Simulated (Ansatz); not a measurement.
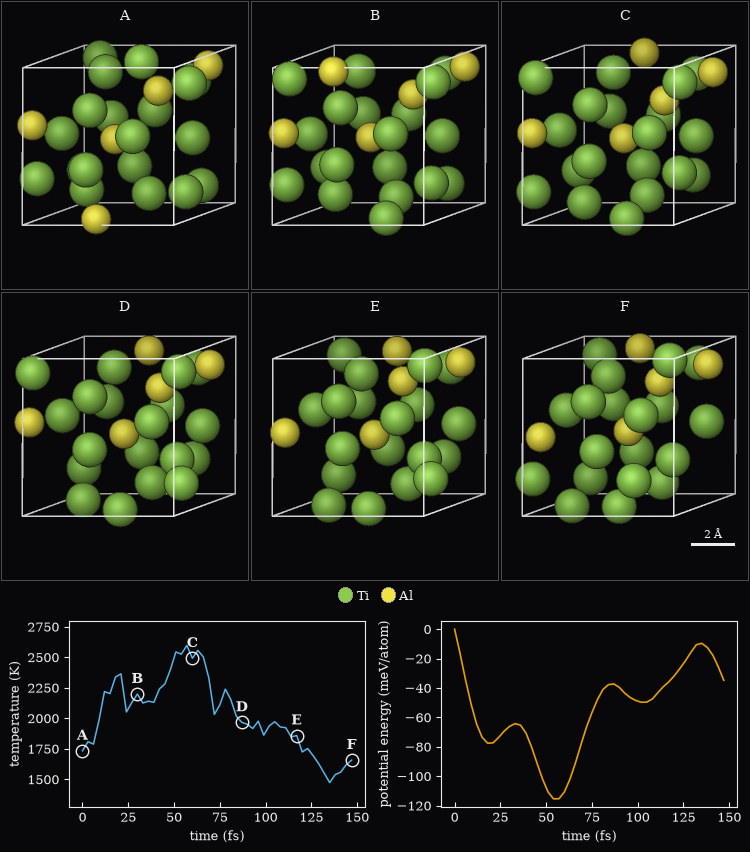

First-principles dynamics of an amorphous cell of composition Ti₁₉Al₅ (24 atoms in the cell), 147 fs long. It starts from the last geometry of an earlier run, with fresh velocities. Frames (A at 0 fs, B at 30 fs, C at 60 fs, D at 87 fs, E at 117 fs, F at 147 fs) and the history of the run. Style: spheres-only. Shown: the simulation cell, slightly off an axis. Atoms that leave the cell re-enter on the other side.

Computed with Ansatz, DFT PBE, scalar-relativistic, plane waves, PAW. Set-up: plane-wave cutoff 420 eV; k-point mesh 1 × 1 × 1; Fermi-Dirac smearing 0.156 eV; volume 1.05 times that of the relaxed crystal; set temperature 1810 K; time step 3 fs.

### Describe the run.

Root-mean-square distances from the starting positions over the second half, with the common drift of all atoms taken out: Al 0.78 Å, Ti 0.77 Å. Against the typical shortest distance between atoms in the first frame, about 2.5 Å these are large excursions, but over 147 fs one can't yet tell strong vibration from the start of diffusion. Over the second half the temperature averages 1835 K (spread ±201 K). The temperature is still falling (2396 K in the second quarter, 1659 K in the last), so the run isn't equilibrated. The potential energy is still drifting at the end, so the run hasn't reached equilibrium. The potential energy in the second half lies on average 34.8 meV per atom below the first frame. The mean pressure there is 1.7 GPa.

Limits of the set-up: the k-point mesh is coarse for a cell with partly filled bands; the periodic images lie only 7.4 Å apart, so the values are limited by the cell's size.
